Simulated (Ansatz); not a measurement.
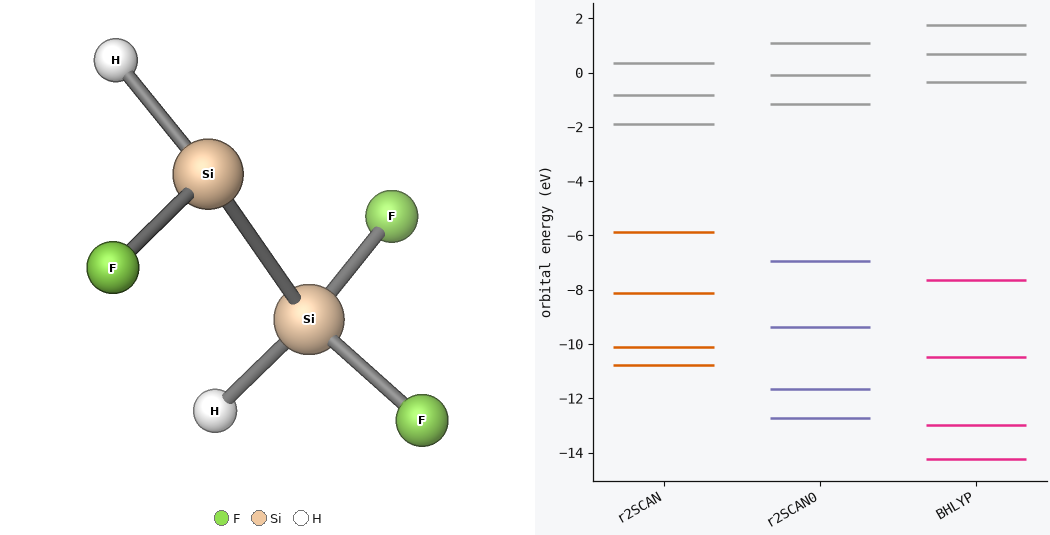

Frontier orbital energies (alpha spin) of Si₂H₂F₃, SMILES F[SiH][SiH](F)F, doublet at one geometry, def2-TZVPP, the Ansatz code, at a PBE0-D4/def2-TZVP geometry (a minimum by its frequencies). Empty levels are grey, levels within 0.1 eV stand side by side; all columns show the same few orbitals around the gap. HOMO and LUMO mean the alpha set's.

### Compare the HOMO-LUMO separations.

The separation grows from 3.98 eV (r2SCAN) to 7.29 eV (BHLYP).

```
  level  HOMO (eV)  LUMO (eV)  separation (eV)
 r2SCAN      −5.88      −1.90             3.98
r2SCAN0      −6.93      −1.16             5.78
  BHLYP      −7.63      −0.34             7.29
```

Caveats, for all or some of the runs: empty levels above zero depend strongly on the basis; one conformer of a flexible molecule.
